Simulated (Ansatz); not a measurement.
Starting cell, Zn (hcp, Mg type):

```
CELL_PARAMETERS angstrom
      5.29343     0.00000     0.00000
     -1.32336     2.29212     0.00000
      2.64671     0.00000     4.67807
ATOMIC_POSITIONS crystal
  Zn 0.79167 0.66667 0.75000
  Zn 0.29167 0.66667 0.75000
  Zn 0.20833 0.33333 0.25000
  Zn 0.70833 0.33333 0.25000
```

The atoms are displaced by Q × the pattern below (from a DFPT mode at L = (0.5, 0.0, 0.5), largest move 1; Q in Å), at fixed cell. It is one choice among 2 degenerate patterns. (q is in reciprocal vectors of the primitive cell; the cell shown is doubled to hold the pattern.)

| atom | x | y | z |
|---|---|---|---|
| Zn1 | 0.500 | -0.866 | 0.000 |
| Zn2 | -0.500 | 0.866 | 0.000 |

Atoms not listed stay in place.

Computed with r2SCAN (plane waves to 500 eV, PAW, scalar-relativistic; Ansatz, a quantum-chemistry and plane-wave program). k mesh 20×20×20 (Γ-centred), Fermi-Dirac smearing 0.05 eV. Energies are smeared free energies. With partly filled bands, energies and forces of such displacements shift with the k mesh and the smearing. The PAW data are Ansatz's earlier set. Zn was relaxed with its symmetry unable to fall. ΔE is measured from the undisplaced structure.

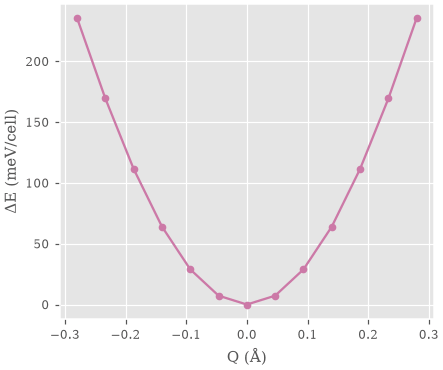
*ΔE (meV/cell) against Q (Å); markers are the computed points, lines only join them.*

**Question.** What is the energy change at Q = 0.280 Å?

**Answer.** About 240 meV/cell.

**Question.** What harmonic wavenumber does the curvature at Q = 0 give?

**Answer.** About 120 cm⁻¹.

(A displaced cell: forces are minus the slopes of the energy, force constants its curvatures, and phonons follow from these.)
